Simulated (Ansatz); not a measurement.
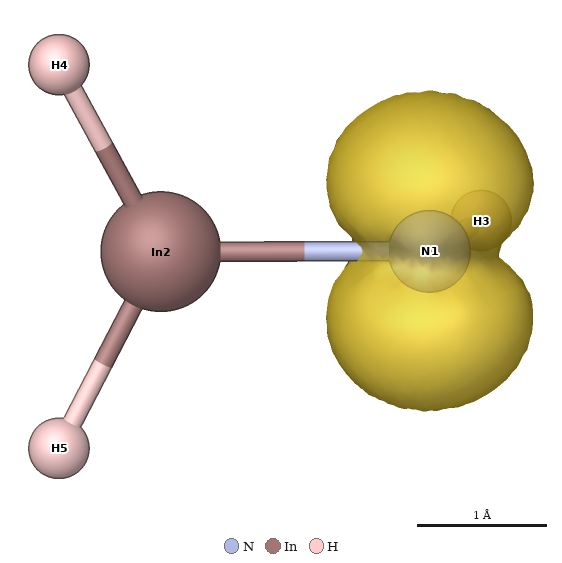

*H₃InN (doublet). Isosurfaces of the spin density at +0.05 (yellow) and −0.05 e/Å³ (cyan), seen at a tilt.*

Core potentials replace the inner electrons of In.

Level of theory: UKS PBE-D4/def2-SVP in Ansatz 0.2.0.

```xyz
5

N     0.8684   -1.1636    0.3690
In   -0.2680    0.4556   -0.3147
H     0.6665   -1.4116    1.3625
H    -1.7379    0.0873   -1.1756
H     0.4711    2.0322   -0.2412
```

### Where is the unpaired spin?

The unpaired spin (1 electron) lies mostly on N1 (about 0.9), in electrons by Hirshfeld's partition.
